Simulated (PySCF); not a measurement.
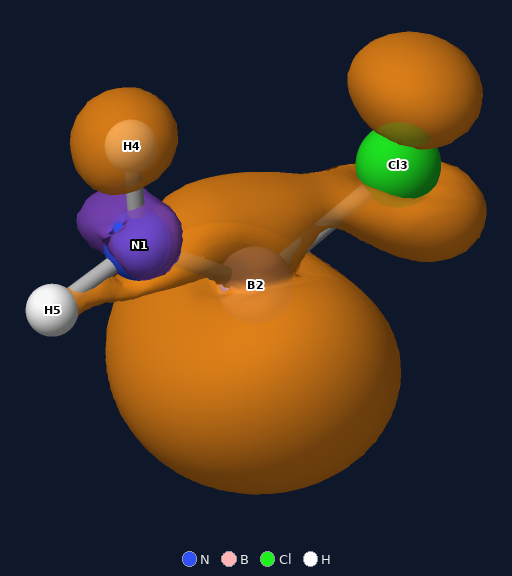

*BClH$_{2}$N (SMILES N[B]Cl) (doublet). Isosurfaces of the spin density (α minus β) at +0.015 (orange) and −0.015 e/Å³ (purple), seen at a tilt.*

Geometry: GFN2-xTB.

The calculation used UKS B3LYP, pcH-1 on B Cl H N, non-relativistic, mean-field spin-orbit, GIAO (PySCF 2.14.0, density-fitted response routines).

```json
{"atom": "N", "x (Å)": "-0.5766", "y (Å)": "-0.0688", "z (Å)": "0.0011"}
{"atom": "B", "x (Å)": "0.6831", "y (Å)": "-0.6250", "z (Å)": "0.0903"}
{"atom": "Cl", "x (Å)": "2.0831", "y (Å)": "0.3670", "z (Å)": "-0.0359"}
{"atom": "H", "x (Å)": "-0.7471", "y (Å)": "0.9212", "z (Å)": "-0.1395"}
{"atom": "H", "x (Å)": "-1.4339", "y (Å)": "-0.5916", "z (Å)": "0.0668"}
```

Which atoms carry the spin?

The unpaired spin (1 electron) lies mostly on B2 (about 0.8) and Cl3 (about 0.1), in electrons by Hirshfeld's partition.
